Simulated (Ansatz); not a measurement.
Consider C$_{3}$H$_{7}$Ge (SMILES C[CH][CH][GeH2]) (doublet).

```xyz
11

C    -0.0373   -2.2503    1.2603
C     1.1571   -1.9762    0.6981
C     2.4899   -2.1261    1.3659
Ge   -1.7236   -2.1055    0.3341
H    -0.0557   -2.6447    2.2851
H     1.1851   -1.6014   -0.3348
H     3.1362   -2.8220    0.8015
H     2.3925   -2.5024    2.3954
H     3.0277   -1.1621    1.3970
H    -2.8649   -1.6633    1.2855
H    -1.5983   -1.1408   -0.8742
```

Geometry: B3LYP-D3(BJ)/def2-SVP.

Method: isolated molecule in a Gaussian basis; Kohn-Sham density functional theory, functional PBE0 in Ansatz.

**What can the converged electron density, electron localisation function and spin density tell about the bonding?**

C–C (1.35 Å): ρ at the midpoint is about 2.3 e/Å³; the ELF peaks at about 0.90 between the atoms (a covalent bond).
C–Ge (1.93 Å): the density is about 0.89 e/Å³ at the midpoint; the ELF peaks at about 0.90 in the valence shell of C, 0.7 Å from its nucleus, and is about 0.65 at the midpoint.
C–H (1.10 Å): ρ at the midpoint is about 2 e/Å³; the ELF climbs to about 1 towards the hydrogen, as it does in any bond to H: an ordinary covalent bond to hydrogen.
C–C (1.50 Å): ρ is about 1.7 e/Å³ halfway; the ELF peaks at about 0.95 between the atoms (localised, covalent bonding).
The unpaired spin (1 electron) lies mostly on Ge4 (about 0.8) and C2 (about 0.1), in electrons by Hirshfeld's partition.

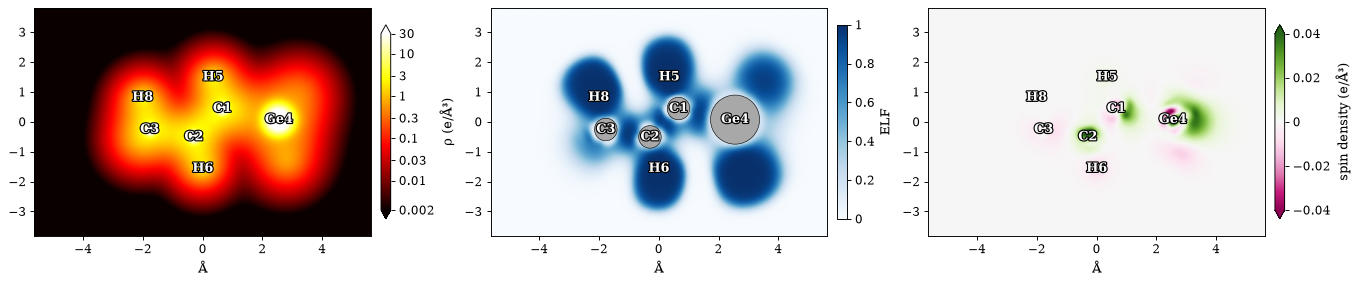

Computed electron density, electron localisation function and spin density on the plane of atoms C2, C3 and H8, in this order. Grey discs cover the atomic cores in the ELF map. 
